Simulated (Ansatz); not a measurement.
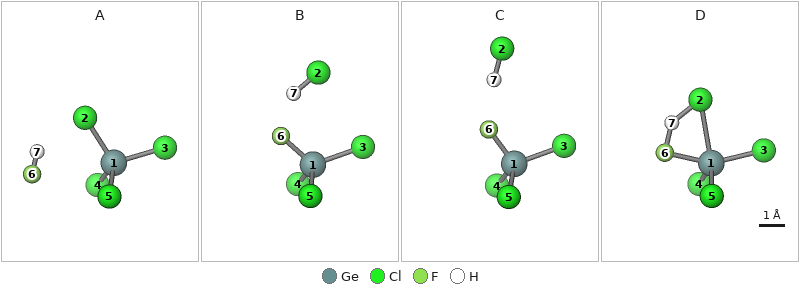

4 geometries from a converged minimum-energy path of GeHCl₄F, made up at the start of GeCl$_{4}$ and HF, shuffled. Style: ball-and-stick. Shown face on.

Method: Ansatz, RKS B3LYP/def2-SVP. Set-up: 5 movable images; climbing image; force threshold 0.03 eV/Å; iteration limit 60; starting path through a guess of the saddle point.

### Which frame is the top of the path?

D. In order along the path, whose images run from 0 to 6: A (image 0, 0.00 eV), D (image 2, +1.12 eV), B (image 4, +0.11 eV), C (image 6, −0.08 eV). Breaking: F6–H7 (0.93 → 1.24 at the top → 2.02 Å), Ge1–Cl2 (2.17 → 2.61 at the top → 4.69 Å). Forming: Cl2–H7 (2.35 → 1.47 at the top → 1.29 Å), Ge1–F6 (3.33 → 1.94 at the top → 1.74 Å).

Limits of the set-up: the start holds two separate molecules, 2.4 Å apart at their closest, whose relative position is a soft coordinate and is computed without a dispersion correction.

The run took 2.9 min on 4 threads of Arm Neoverse V1 (shared host), peak memory 0.4 GiB.
